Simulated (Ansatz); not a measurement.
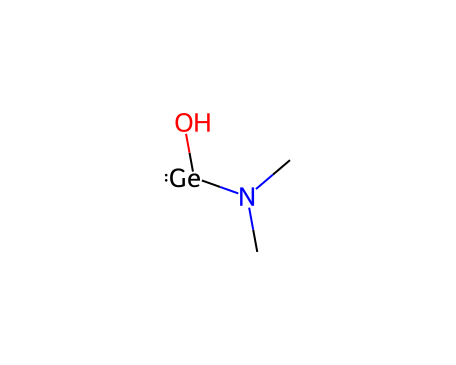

Figure made from data computed with Ansatz.

2D structure.

**Transcribe the drawing into SMILES.**

C[N](C)[Ge][OH]

**What is the molecular formula?**

C2H7GeNO.
